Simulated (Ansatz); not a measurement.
Ge₂H₆O: several calculations on one system

## 1. Relaxation

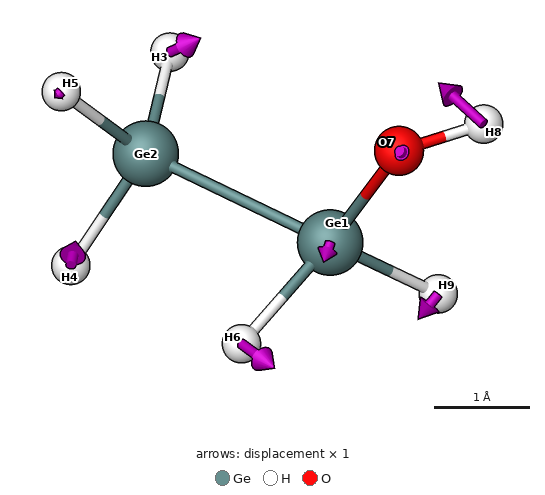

A relaxation of Ge₂H₆O. The starting structure is drawn; purple arrows show the displacements, at their true length. The two geometries are superimposed by the best rigid fit.

Style: ball-and-stick. Shown at a tilt.

The run prepares an end point of a later path (reaction) calculation, from a guessed geometry.

Method: RKS PBE-D4/def2-SVP in Ansatz.

The input:
```yaml
crystal:
  periodic: [false, false, false]
  atoms:
    - { symbol: Ge, position_ang: [0.234029, -0.034146, 0.013859] }
    - { symbol: Ge, position_ang: [1.058735, -0.005954, 2.259962] }
    - { symbol: H, position_ang: [0.044129, -0.400574, 3.372951] }
    - { symbol: H, position_ang: [2.252738, -1.000976, 2.323971] }
    - { symbol: H, position_ang: [1.582624, 1.418733, 2.58409] }
    - { symbol: H, position_ang: [1.701858, 0.096514, -0.448297] }
    - { symbol: O, position_ang: [-0.664028, 1.43923, -0.52184] }
    - { symbol: H, position_ang: [-1.586238, 1.179454, -0.704051] }
    - { symbol: H, position_ang: [-0.521548, -1.29918, -0.479946] }
basis:
  gaussian: { orbitals: def2-SVP }
hamiltonian:
  xc: pbe
  dispersion: d4
relax:
  f_tol: 0.03
  max_steps: 50
output:
  orbitals: {}
```

Run as
```bash
ansatz run input.yaml --threads 4 --pin off --max-ram 5120MiB --backend cpu --events-out ev --progress --plain --runs-dir out
```

> Which element moves most?

Hydrogen: up to 0.74 Å, against 0.25 Å for germanium.

> What did the optimiser do to the structure, and how much energy did it gain?

Over 9 accepted moves (12 points after the start) the energy falls by 0.281 eV. The largest force component goes from 0.89 to 0.0088 eV/Å. The line search rejected the trial steps at points 5, 8, 11 of the run. The forces were under the threshold at step 9, but the run went on from there. The largest move after the best rigid fit is that of H8, 0.74 Å. By element the largest moves are H 0.74 Å, Ge 0.25 Å, O 0.17 Å. Some distances before and after: Ge1–Ge2 2.393 → 2.445 Å, Ge1–H9 1.554 → 1.562 Å, Ge1–O7 1.807 → 1.811 Å, Ge1–H6 1.544 → 1.549 Å. Bond angles that change, for instance: Ge2–Ge1–H6 87.3° → 112.3°, Ge2–Ge1–H9 118.4° → 111.0°, Ge1–Ge2–H3 116.3° → 109.9°. Groups turn about Ge1–O7 by about 45°. The run took 12 s on 4 threads of AMD EPYC 7B13 (Zen 3), on a shared host, peak memory 0.19 GiB.

## 2. Relaxation

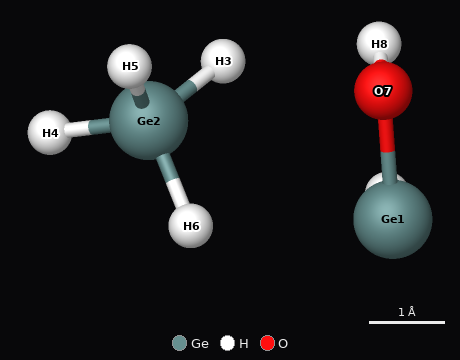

This is the input geometry for a relaxation of Ge$_{2}$H$_{6}$O. Style: ball-and-stick. Shown at a tilt.

The run prepares an end point of a later path (reaction) calculation, from a guessed geometry.

Method: Ansatz, RKS PBE-D4/def2-SVP.

Input file:
```yaml
crystal:
  periodic: [false, false, false]
  atoms:
    - { symbol: Ge, position_ang: [-0.040817, 0.058045, -1.301583] }
    - { symbol: Ge, position_ang: [1.388894, 0.046004, 2.006941] }
    - { symbol: H, position_ang: [-0.099028, -0.342154, 2.152617] }
    - { symbol: H, position_ang: [2.22028, -0.732946, 3.055421] }
    - { symbol: H, position_ang: [1.572325, 1.564846, 2.208822] }
    - { symbol: H, position_ang: [1.903117, -0.342713, 0.594679] }
    - { symbol: O, position_ang: [-0.791434, 1.356662, -0.266332] }
    - { symbol: H, position_ang: [-1.358397, 0.989269, 0.438065] }
    - { symbol: H, position_ang: [-0.692641, -1.203913, -0.48793] }
basis:
  gaussian: { orbitals: def2-SVP }
hamiltonian:
  xc: pbe
  dispersion: d4
relax:
  f_tol: 0.03
  max_steps: 50
```

Launched with:
```bash
ansatz run input.yaml --threads 4 --pin off --max-ram 5120MiB --backend cpu --events-out ev --progress --plain --runs-dir out
```

### Where does the relaxation end?

The atom that moves furthest after the best rigid fit is H6 (0.35 Å). By element the largest moves are H 0.35 Å, Ge 0.31 Å, O 0.07 Å. Near-neighbour distances that change, for instance: Ge1–H6 2.745 → 2.147 Å, Ge1–Ge2 3.604 → 3.349 Å, Ge2–H6 1.552 → 1.583 Å, Ge1–O7 1.823 → 1.832 Å. Bond angles that change, for instance: H5–Ge2–H6 109.0° → 106.2°. Over 7 geometry steps the energy falls by 5.71 kJ/mol. Largest force component: 0.18 eV/Å at the start, 0.014 eV/Å at the end.

History of the run:

```csv
step,"E − E(0), kJ/mol","largest force component, eV/Å"
0,0.00,0.1816
1,-1.32,0.1527
2,-2.41,0.6189
3,-4.27,0.4532
4,-5.35,0.1622
5,-5.63,0.0826
6,-5.69,0.0489
7,-5.71,0.0142
```

The structure at the end:

```xyz
9

Ge    0.2114    0.0382   -1.1247
Ge    1.3278    0.0554    2.0332
H    -0.1283   -0.3002    2.4005
H     2.3233   -0.7939    2.8637
H     1.5978    1.5657    2.1949
H     1.5741   -0.2748    0.5050
O    -0.7280    1.3487   -0.2543
H    -1.4384    0.9796    0.3036
H    -0.6375   -1.2256   -0.5212
```

After the run, drawn alike:

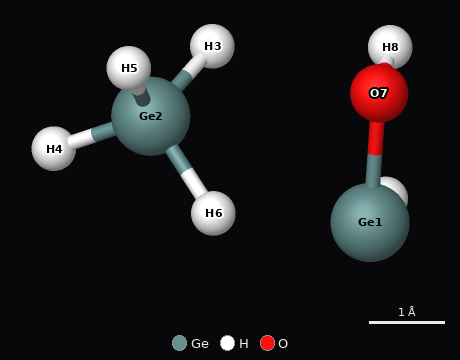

Limits of the set-up: the start holds two separate molecules, 2.5 Å apart at their closest, whose relative position is a soft coordinate.

## 3. Path

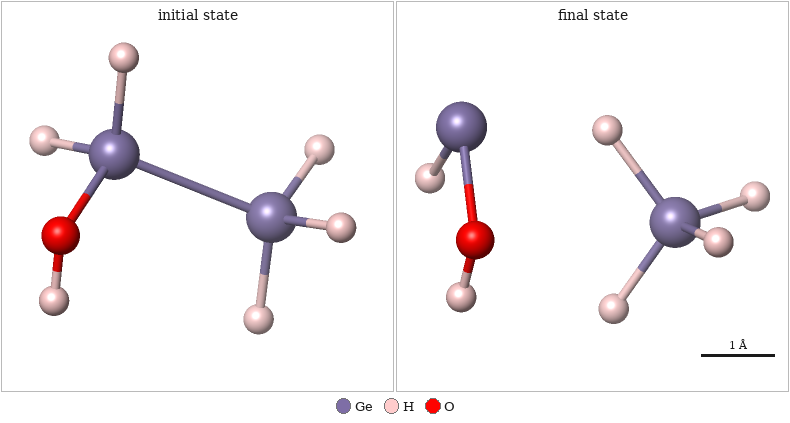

The two relaxed end points of a path for Ge₂H₆O. Style: ball-and-stick. Shown at a tilt.

Computed with RKS PBE-D4/def2-SVP (Ansatz).

Set-up: 5 movable images; climbing image; force threshold 0.05 eV/Å; iteration limit 60.

Start:
```xyz
9

Ge    0.4337   -0.0626   -0.1282
Ge    1.0228    0.0274    2.2430
H    -0.2555   -0.1282    3.1121
H     2.0084   -1.1105    2.6242
H     1.6770    1.3906    2.5873
H     1.6456    0.2353   -1.0455
O    -0.7220    1.2741   -0.5266
H    -1.5193    1.2137    0.0318
H    -0.1884   -1.4467   -0.4974
```

End:
```xyz
9

Ge    0.2675    0.1078   -1.1333
Ge    1.2982    0.0206    2.0525
H    -0.1659   -0.3519    2.3678
H     2.2743   -0.8535    2.8802
H     1.5576    1.5253    2.2727
H     1.5870   -0.2565    0.5211
O    -0.7003    1.3849   -0.2446
H    -1.4240    0.9948    0.2809
H    -0.5922   -1.1784   -0.5965
```

### What barrier does the band find between them, and by what path?

The highest point, image 3, lies 1.72 eV above the start and 0.70 eV above the end; the end is at +1.02 eV relative to the start. Breaking: Ge1–Ge2 (2.44 → 2.71 at the top → 3.35 Å), Ge1–H6 (1.55 → 1.57 at the top → 2.15 Å). Forming: Ge2–H6 (3.35 → 2.36 at the top → 1.58 Å). The band is converged. At the top, the vibrational analysis gives one imaginary mode (680i cm⁻¹), as a transition state must have.

Energies of the converged images:

```tsv
image	path (Å)	E (eV)
0	0.00	0.000
1	0.56	0.077
2	1.13	0.852
3	1.69	1.722
4	2.49	1.157
5	3.29	1.025
6	4.09	1.018
```

The geometry at the top of the path:

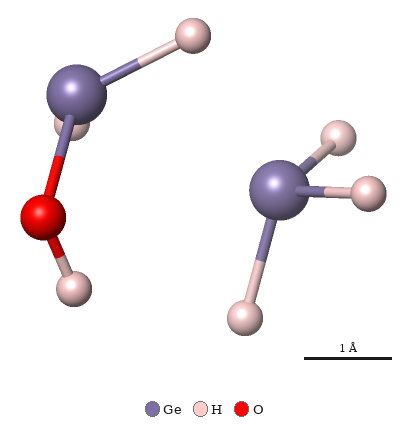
